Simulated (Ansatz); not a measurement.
# SiH4O4 (orthosilicic acid) at CCSD(T)/def2-SVP

What is the vertical singlet–triplet gap of SiH4O4 (orthosilicic acid) at CCSD(T)/def2-SVP? 

The results are computed with Ansatz 0.2.0.

59 further runs of the same task are left out: 1 that didn't finish, 58 set aside as unsound or not needed.

### 1 The structure to begin with

SiH4O4 has 9 atoms, charge 0, and is taken as a singlet. SMILES: `O[Si](O)(O)O`. The coordinates come from a PBE0-D4/def2-TZVP relaxation. This is one conformer, not always the lowest.

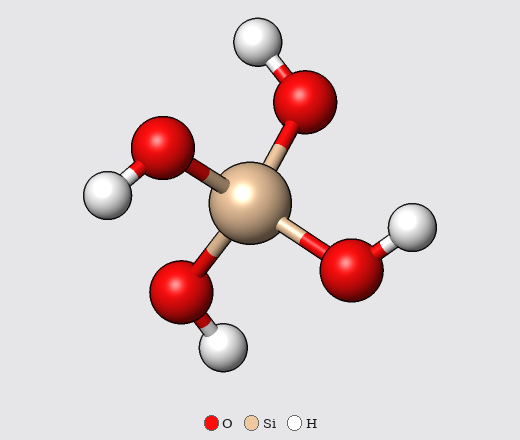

The structure, seen from a chosen angle (oxygen red, silicon light orange, hydrogen white).

### 2 The energy at CCSD(T)/def2-SVP

File molecule.yaml:

```yaml
crystal:
  periodic: [false, false, false]
  atoms:
    - {symbol: O, position_ang: [-0.969050, 0.776350, -1.057560]}
    - {symbol: Si, position_ang: [0.000010, 0.000030, -0.000040]}
    - {symbol: O, position_ang: [1.527610, 0.433680, -0.372150]}
    - {symbol: O, position_ang: [-0.043140, -1.629280, -0.059900]}
    - {symbol: O, position_ang: [-0.515400, 0.419370, 1.489460]}
    - {symbol: H, position_ang: [-0.639460, 0.869750, -1.952330]}
    - {symbol: H, position_ang: [2.226280, -0.135170, -0.046190]}
    - {symbol: H, position_ang: [-0.768040, -2.056130, 0.398680]}
    - {symbol: H, position_ang: [-0.818790, 1.321420, 1.600040]}
basis:
  gaussian:
    orbitals: def2-SVP
correlation:
  method: ccsd_t
  frozen_orbitals: {H: 0, O: 1, Si: 5}
accuracy: high
scf:
  omitted_lower_state_checks: [cluster_reference, increment]
```

On the command line:

```sh
$ ansatz run molecule.yaml --threads 1 --pin off --max-ram 3480MiB --events-out events.jsonl --progress --plain --runs-dir runs
```

Standard output (excerpt; [...] marks lines left out):

```text
Warning: RAYON_NUM_THREADS=1 ignored (pool sized by the plan → 1); use --threads N
Functional definition: HF
  name "HF"
[...]
2020 factors; integrals over basis functions are off by at most 3.8e-9 eV
[...]
mean field -16070.78670669 eV, -590.5905183004 hartree, gradient 6.4e-9 eV, S^2 0.000000; 0 other end points of the search recorded, 0 dependent functions left out
9 core orbitals not correlated: weight in the atoms' cores, before any rotation towards them, 1.000 or more for the frozen orbitals, at most 0.000 for the correlated occupied ones
reference -16070.78670669 eV, -590.5905183004 hartree; 16, 16 occupied and 69, 69 virtual orbitals, 2020 factors
second order -22.66162630 eV of doubles, -0.00000000 eV of singles
cycle   1  -22.73785752 eV  change   -7.6e-2 eV  update   9.0e-2
[...]
cycle  19  -23.27064386 eV  change  -3.8e-10 eV  update   1.9e-9
perturbative correction -0.44770518 eV, -0.0164528617 hartree
Total energy: -16094.50505573 eV, -591.4621515507 hartree
Checks for a lower state left out: cluster_reference, increment
```

Wall time 20 s (1 thread of Intel Xeon 6975P-C (Granite Rapids), shared host); peak memory 0.62 GiB.

### 3 The triplet, same level

File in.yaml:

```yaml
crystal:
  periodic: [false, false, false]
  atoms:
    - {symbol: O, position_ang: [-0.969050, 0.776350, -1.057560]}
    - {symbol: Si, position_ang: [0.000010, 0.000030, -0.000040]}
    - {symbol: O, position_ang: [1.527610, 0.433680, -0.372150]}
    - {symbol: O, position_ang: [-0.043140, -1.629280, -0.059900]}
    - {symbol: O, position_ang: [-0.515400, 0.419370, 1.489460]}
    - {symbol: H, position_ang: [-0.639460, 0.869750, -1.952330]}
    - {symbol: H, position_ang: [2.226280, -0.135170, -0.046190]}
    - {symbol: H, position_ang: [-0.768040, -2.056130, 0.398680]}
    - {symbol: H, position_ang: [-0.818790, 1.321420, 1.600040]}
basis:
  gaussian:
    orbitals: def2-SVP
total_charge: 0
magnetization:
  spin_polarized: true
  initial_magnetization: 2
correlation:
  method: ccsd_t
  frozen_orbitals: {H: 0, O: 1, Si: 5}
accuracy: high
scf:
  omitted_lower_state_checks: [cluster_reference, increment]
```

On the command line:

```sh
$ ansatz run in.yaml --threads 1 --pin off --max-ram 3480MiB --events-out events.jsonl --progress --plain --runs-dir runs
```

Standard output:

```text
Warning: RAYON_NUM_THREADS=1 ignored (pool sized by the plan → 1); use --threads N
[... 15 lines left out ...]
9 core orbitals not correlated: weight in the atoms' cores, before any rotation towards them, 1.000 or more for the frozen orbitals, at most 0.000 for the correlated occupied ones
[... 46 lines left out ...]
Total energy: -16085.70339208 eV, -591.1386963777 hartree
Checks for a lower state left out: cluster_reference, increment
```

It took 1.9 min on 1 thread of Intel Xeon 6975P-C (Granite Rapids), shared host; peak memory 1.4 GiB.

### 4 What came out

At CCSD(T)/def2-SVP, 9 core orbitals frozen:

```
                                            quantity          value
                               singlet: total energy  -591.46215 Eh
singlet: correlation energy (9 core orbitals frozen)     -871.6 mEh
                             singlet: (T) correction     -16.45 mEh
                              singlet: T1 diagnostic          0.010
                               triplet: total energy  -591.13870 Eh
triplet: correlation energy (9 core orbitals frozen)     -846.0 mEh
                             triplet: (T) correction     -17.85 mEh
          triplet: ⟨S²⟩ of the reference determinant          2.006
                              triplet: T1 diagnostic          0.026
    vertical energy of the triplet above the singlet       8.802 eV
```

What this shows: At this shape the triplet lies 8.80 eV (203 kcal/mol) above the singlet. The triples (singlet) make up 1.9 % of the correlation energy. The triples (triplet) make up 2.1 % of the correlation energy.
